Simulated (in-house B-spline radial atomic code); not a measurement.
System: the Cd⁺ ion, configuration [Kr] 4d10 5s1 (high spin). All numbers are computed, not measured: scalar-relativistic (spin-free one-electron X2C) Hartree-Fock, spin-polarised, average of configuration, Fermi nucleus, basis-set limit (an in-house B-spline radial code). Radial functions and radii carry no picture-change correction.

Wanted: the radial probability densities P² of 5s up and 4d up.

4d up: outer maximum at 0.984 bohr, ⟨r⟩ = 1.26 bohr, 1 node, eigenvalue −28.2 eV; 5s up: outer maximum at 2.34 bohr, ⟨r⟩ = 2.78 bohr, 4 nodes, eigenvalue −15.7 eV.

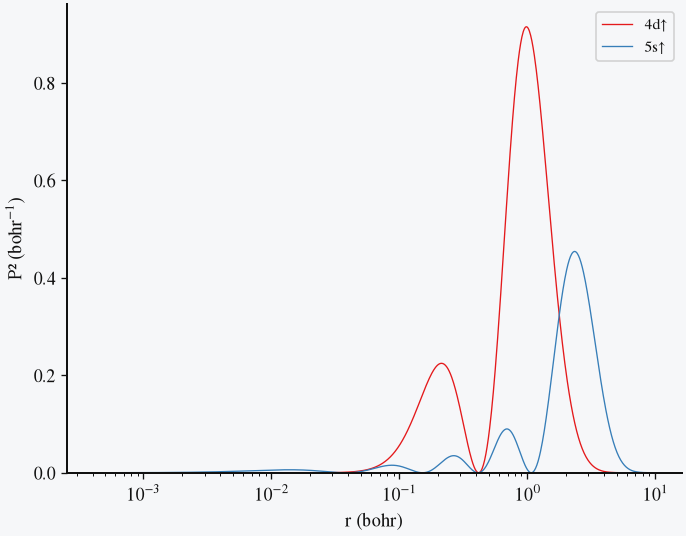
